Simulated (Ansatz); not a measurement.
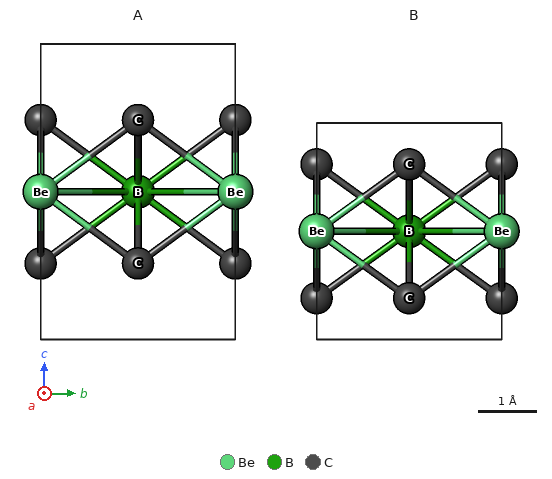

Two geometries of solid BeBC₄ (a generated structure, set up in P4/mmm) (coarse preliminary run), drawn at one scale. One is the start of a relaxation, the other its converged end. A ball-and-stick model of the cell of the calculation, seen along the a axis.

Method: DFT PBE, scalar-relativistic, plane waves, PAW in Ansatz. Settings: plane-wave cutoff 420 eV; k-point mesh 6 × 6 × 4; occupations gaussian; smearing width 0.1 eV; no spin polarisation; cell and atoms relaxed; force threshold 0.04 eV/Å; at most 70 steps.

Which geometry has the lower energy?

Structure B is the relaxed one. The largest moves relative to the cell, 0.25 Å, are those of C atoms. Be and B stay in place. The drawn cell changes as follows: a = b 3.372 → 3.205 Å (−5.0 %), c 5.117 → 3.748 Å (−26.7 %); the volume changes by −33.8 %. Near-neighbour distances that change, for instance: C–C 2.634 → 1.432 Å, B–Be 2.384 → 2.266 Å, Be–C 2.094 → 1.977 Å, B–C 2.094 → 1.977 Å. New bonds form: C–C (2.63 → 1.43 Å). The space group stays P4/mmm (No. 123). Over 14 accepted moves (16 points after the start) the energy falls by 970 meV per atom. The largest force component goes from 1.3 to 0.01 eV/Å. The pressure goes from −25.66 to 0.00 GPa. At 2 points the geometry stayed and the basis and grid were re-selected for the new cell (energy shift of 2.0 meV per atom at most each time). Cost: 45 s on 1 thread of Intel(R) Xeon(R) Processor @ 2.70GHz, with other jobs on the host, peak memory 0.36 GiB.
